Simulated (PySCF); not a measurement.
# C₃H₉PSi (SMILES C=CP(C)[SiH3]): what the fields show

```
atom    x (Å)    y (Å)    z (Å)
   C  -0.5558  -2.1318   0.0568
   C  -1.0473  -0.9440   0.3791
   P  -0.1418   0.4835   1.0103
   C   1.6011   0.0680   0.5462
  Si  -0.6389   1.9040  -0.6494
   H  -1.1980  -2.9355  -0.2656
   H   0.4967  -2.3552   0.0988
   H  -2.1180  -0.7732   0.3515
   H   1.9925  -0.6803   1.2341
   H   1.6611  -0.3060  -0.4744
   H   2.2021   0.9706   0.6400
   H  -0.2554   1.4271  -1.9828
   H   0.0842   3.1444  -0.3662
   H  -2.0832   2.1280  -0.6157
```

Geometry: GFN2-xTB.

All numbers below come from PySCF, PBE0/pcSseg-1, SCF density, gas phase, non-relativistic.

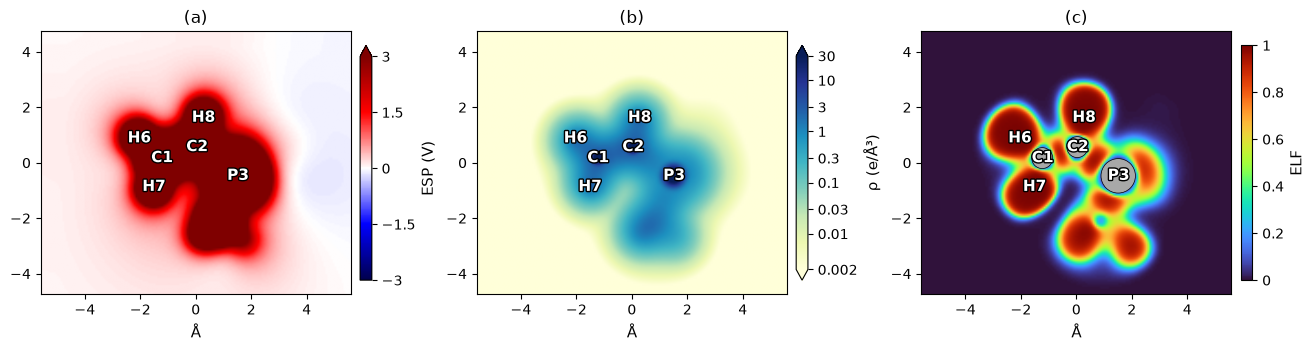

Figure 1. (a) electrostatic potential; (b) total electron density; (c) ELF on the plane of atoms C2, C1 and H6. Grey discs cover the atomic cores in the ELF map.

What does the map show?

Answer.
- The plane passes through C, P and H nuclei.
- C–C (1.33 Å): ρ is about 2.3 e/Å³ halfway; the ELF peaks at about 0.90 between the atoms: a multiple bond.
- C–P (1.80 Å): the density is about 1.2 e/Å³ at the midpoint; the ELF peaks at about 0.95 between the atoms (a shared electron pair).
- C–H (1.08 Å): ρ at the midpoint is about 2 e/Å³; the ELF climbs to about 1 towards the hydrogen, as it does in any bond to H: an ordinary covalent bond to hydrogen.
- The potential has no marked negative region in this plane.

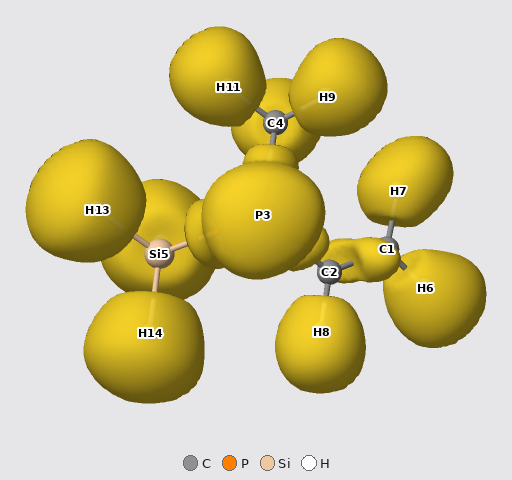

Figure 2. Isosurface of the ELF at 0.8 (yellow), seen across its widest extent. Core shells and regions of very low density are left out.

Identify the bonds, lone pairs and shells in this picture.

Answer. The ELF exceeds this value in one region between bonded C–C atoms (shared pairs), two regions between bonded C–P atoms (shared pairs), nine regions around hydrogen nuclei and one region on P in which the atom's valence shell and bonds are merged.

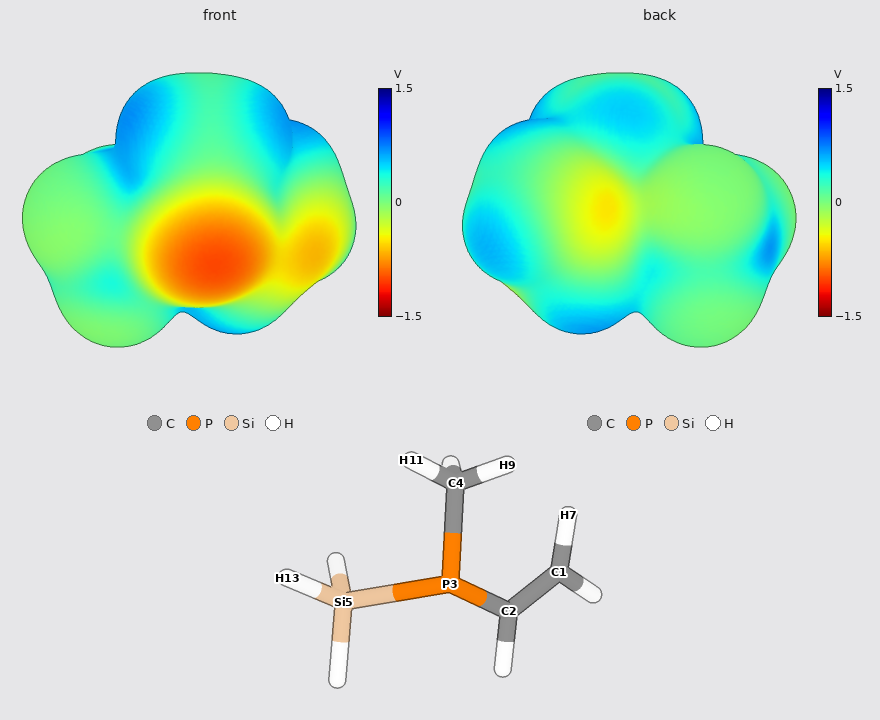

Figure 3. The electrostatic potential painted on the density surface at 0.001 e/bohr³, seen from the front and from behind; the colour scale runs from red (negative) to blue (positive). The bare structure is drawn below in the same view.

Which sites attract a positive test charge, and which a negative one?

Answer. A positive charge is drawn to the negative regions and a negative charge to the positive ones. The most negative region (about −1.0 V) lies over P3, the most positive (about +0.7 V) over the H and Si atoms.

How polar is the molecule by this calculation?

Answer. Its dipole moment is 1.13 D.
